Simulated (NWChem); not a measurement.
# CH5AsSi (SMILES C1[SiH2][AsH]1): levels of theory compared

Wanted: a comparison of 4 runs (HF/3-21G, HF/def2-SVP, PBE0/def2-SVP, PBE0/pcseg-1) of CH5AsSi. 

The calculation is run with NWChem 7.3.0.

### 1 The structure to begin with

CH5AsSi: 8 atoms, total charge 0, spin state singlet. SMILES: `C1[SiH2][AsH]1`. The shape is that of a PBE0-D4/def2-TZVP optimisation.

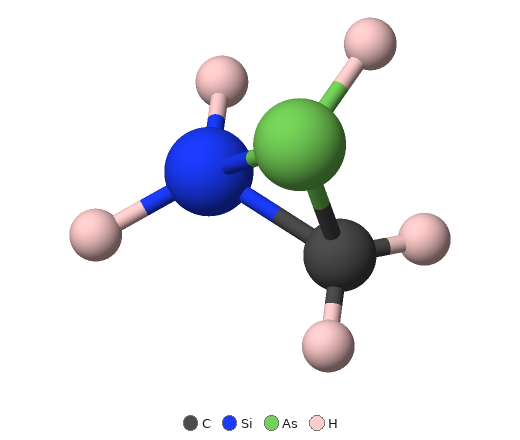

Viewed from a chosen angle; carbon dark grey, silicon blue, arsenic green, hydrogen pink.

### 2 Energy and forces at HF/3-21G (run 1)

Contents of struct.nw:

```
start struct
title "CH5AsSi"
memory total 2200 mb

geometry units angstrom noautosym nocenter noautoz
 C       -0.770300       0.017900      -0.576000
 Si       0.707800       0.663100       0.315700
 As      -0.538100      -1.122700       1.107200
 H       -0.667200      -0.524000      -1.509300
 H       -1.690700       0.591800      -0.522300
 H        0.581300       1.973900       0.990500
 H        2.040800       0.422300      -0.277100
 H        0.428400      -2.079400       0.415600
end

basis spherical bse
 C library 3-21G
 Si library 3-21G
 As library 3-21G
 H library 3-21G
end

scf
 thresh 1e-08
 maxiter 80
end

task scf gradient
```

Run with:

```console
nwchem struct.nw > struct.out
```

Log:

```text
[...]
  functions       =    54
[...]
  wavefunction    = RHF
[...]
         Total SCF energy =  -2551.337942048022
      One-electron energy =  -4047.050141050268
      Two-electron energy =   1250.144289309419
 Nuclear repulsion energy =    245.567909692827
        Time for solution =      2.1s
[...]
                         RHF ENERGY GRADIENTS
    atom               coordinates                        gradient
                 x          y          z           x          y          z
   1 C      -1.455656   0.033826  -1.088482    0.020130   0.010957   0.007697
   2 Si      1.337548   1.253077   0.596586   -0.025488  -0.028718  -0.001049
   3 As     -1.016862  -2.121595   2.092305    0.008220   0.016480  -0.004149
   4 H      -1.260825  -0.990216  -2.852163    0.000233  -0.005516  -0.004902
   5 H      -3.194960   1.118340  -0.987004   -0.006980   0.002146   0.002651
   6 H       1.098498   3.730130   1.871774    0.000186   0.000737   0.001079
   7 H       3.856553   0.798031  -0.523643    0.001052   0.000475  -0.000410
   8 H       0.809559  -3.929496   0.785370    0.002646   0.003439  -0.000917
[...]
```

It took 3.9 s on 1 thread of AMD EPYC 9R45 (Zen 5), shared host; peak memory 0.1 GiB.

### 3 Energy and gradient at HF/def2-SVP (run 2)

Contents of run.nw:

```
start run
memory 2200 mb
geometry noautosym nocenter noautoz
 C       -0.770300       0.017900      -0.576000
 Si       0.707800       0.663100       0.315700
 As      -0.538100      -1.122700       1.107200
 H       -0.667200      -0.524000      -1.509300
 H       -1.690700       0.591800      -0.522300
 H        0.581300       1.973900       0.990500
 H        2.040800       0.422300      -0.277100
 H        0.428400      -2.079400       0.415600
end
basis spherical bse
 * library def2-SVP
end
scf
 singlet
 rhf
 thresh 1e-08
 maxiter 80
end
task scf gradient
```

Run with:

```console
nwchem run.nw > run.out
```

Log:

```text
[...]
  functions       =    89
[...]
  wavefunction    = RHF
[...]
         Total SCF energy =  -2563.478629081980
      One-electron energy =  -4059.571811193326
      Two-electron energy =   1250.525272418518
 Nuclear repulsion energy =    245.567909692827
        Time for solution =     12.6s
[...]
                         RHF ENERGY GRADIENTS
    atom               coordinates                        gradient
                 x          y          z           x          y          z
   1 C      -1.455656   0.033826  -1.088482    0.003246   0.000323   0.000400
   2 Si      1.337548   1.253077   0.596586   -0.004407  -0.006074  -0.001992
   3 As     -1.016862  -2.121595   2.092305   -0.005178   0.005339   0.003196
   4 H      -1.260825  -0.990216  -2.852163    0.000709   0.000035   0.000654
   5 H      -3.194960   1.118340  -0.987004    0.000246  -0.000375   0.001286
   6 H       1.098498   3.730130   1.871774   -0.000990   0.001981   0.001758
   7 H       3.856553   0.798031  -0.523643    0.002157  -0.000559  -0.001687
   8 H       0.809559  -3.929496   0.785370    0.004216  -0.000671  -0.003615
[...]
```

It took 18 s on 1 thread of AMD EPYC 9R45 (Zen 5), shared host; peak memory 0.11 GiB.

Run 3 isn't shown in full; the table further down has it.

### 4 Energy and forces at PBE0/pcseg-1 (run 4)

Contents of job.nw:

```
start job
title "CH5AsSi PBE0"
memory 2200 mb
charge 0
geometry noautosym nocenter noautoz
  C    -0.770300    0.017900   -0.576000
  Si    0.707800    0.663100    0.315700
  As   -0.538100   -1.122700    1.107200
  H    -0.667200   -0.524000   -1.509300
  H    -1.690700    0.591800   -0.522300
  H     0.581300    1.973900    0.990500
  H     2.040800    0.422300   -0.277100
  H     0.428400   -2.079400    0.415600
end
basis spherical bse
  * library pcseg-1
end
dft
  xc pbe0
  grid xfine
  convergence energy 1e-08
  maxiter 100
  mulliken
  noprint "final vectors analysis"
end
task dft gradient
```

Run with:

```console
nwchem job.nw > job.out
```

Log:

```text
[...]
          Wavefunction type:  closed shell.
          No. of atoms     :     8
          No. of electrons :    58
[...]
          Charge           :     0
          Spin multiplicity:     1
[...]
          AO basis - number of functions:    84
[...]
              XC Information
              --------------
                         PBE0 Method XC Functional
                     Hartree-Fock (Exact) Exchange  0.250
          PerdewBurkeErnzerhof Exchange Functional  0.750
            Perdew 1991 LDA Correlation Functional  1.000 local
           PerdewBurkeErnz. Correlation Functional  1.000 non-local
[...]
 d= 0,ls=0.0,diis     1  -2565.7067867927 -2.81D+03  7.16D-03  2.05D-01     3.3
[...]
 d= 0,ls=0.0,diis     8  -2565.7331421941 -1.87D-09  5.07D-06  7.88D-08    20.6
         Total DFT energy =    -2565.733142194066
      One electron energy =    -4059.907567122338
           Coulomb energy =     1359.429924263377
    Exchange-Corr. energy =     -110.823409027932
 Nuclear repulsion energy =      245.567909692827
[...]
      Total Density - Mulliken Population Analysis
     ---------------------------------------------
    Atom       Charge   Shell Charges
 -----------   ------   -------------------------------------------------------
    1 C    6     6.45   1.99  0.72  0.52  2.09  1.09  0.02
    2 Si  14    13.56   2.00  1.99  0.96  0.24  5.98  2.09  0.14  0.15
    3 As  33    33.29   2.00  2.00  2.00  1.17  0.74  6.00  5.98  1.48  1.78  9.99  0.15
    4 H    1     0.84   0.74  0.07  0.02
    5 H    1     0.83   0.74  0.07  0.02
    6 H    1     1.06   0.75  0.31  0.01
    7 H    1     1.06   0.74  0.31  0.01
    8 H    1     0.91   0.71  0.19  0.01
[...]
  wavefunction    = closed shell
                         DFT ENERGY GRADIENTS
    atom               coordinates                        gradient
                 x          y          z           x          y          z
   1 C      -1.455656   0.033826  -1.088482   -0.000004  -0.000296   0.000530
   2 Si      1.337548   1.253077   0.596586   -0.003507  -0.003474  -0.000958
   3 As     -1.016862  -2.121595   2.092305    0.001947   0.003805  -0.004414
   4 H      -1.260825  -0.990216  -2.852163   -0.000084   0.002055   0.004050
   5 H      -3.194960   1.118340  -0.987004    0.003726  -0.002098   0.000230
   6 H       1.098498   3.730130   1.871774    0.000336  -0.001811  -0.000947
   7 H       3.856553   0.798031  -0.523643   -0.001947   0.000577   0.001002
   8 H       0.809559  -3.929496   0.785370   -0.000469   0.001243   0.000507
[...]
```

Run time: 29 s. Hardware: 1 thread of AMD EPYC 9R45 (Zen 5), shared host; peak memory 0.15 GiB.

### 5 The series

```
run          level  iteration cap  module   energy (Eh)  dipole moment (D)  largest force (eV/Å)  wall time
  1       HF/3-21G             80     scf  -2551.337942               1.18                 1.975      3.9 s
  2    HF/def2-SVP             80     scf  -2563.478629               1.30                 0.416       18 s
  3  PBE0/def2-SVP            100     dft  -2565.615047                  –                 0.388       25 s
  4   PBE0/pcseg-1            100     dft  -2565.733142               1.11                 0.316       29 s
```

### 6 What came out

| quantity | value |
| --- | --- |
| run 4: total energy | -2565.73314 Eh |
| run 4: dipole moment | 1.11 D |
| run 4: largest force on an atom | 0.316 eV/Å |

Over runs 1, 2, 4 the dipole moment (its size) runs from 1.11 D (PBE0/pcseg-1) to 1.30 D (HF/def2-SVP). The two ends differ in method and basis. All runs together took 75 s, the longest 29 s.
